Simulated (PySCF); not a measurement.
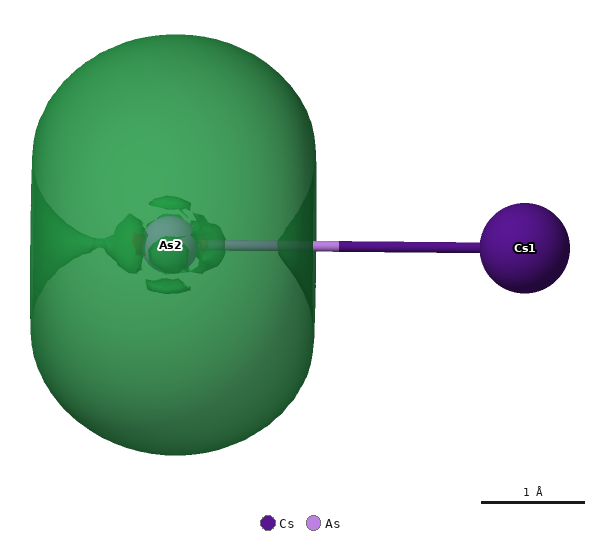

The picture shows: CsAs (triplet). Isosurfaces of the spin density at +0.015 (green) and −0.015 e/Å³ (red), seen from one side.

Core potentials replace the inner electrons of Cs.

Method: PBE0/def2-SVP, non-relativistic Hamiltonian with scalar-relativistic core potentials where named, at a bond length of 3.454 Å in PySCF.

Question: Where is the unpaired spin?

Answer: The unpaired spin (2 electrons) lies mostly on As2 (about 2.0), in electrons by Hirshfeld's partition.
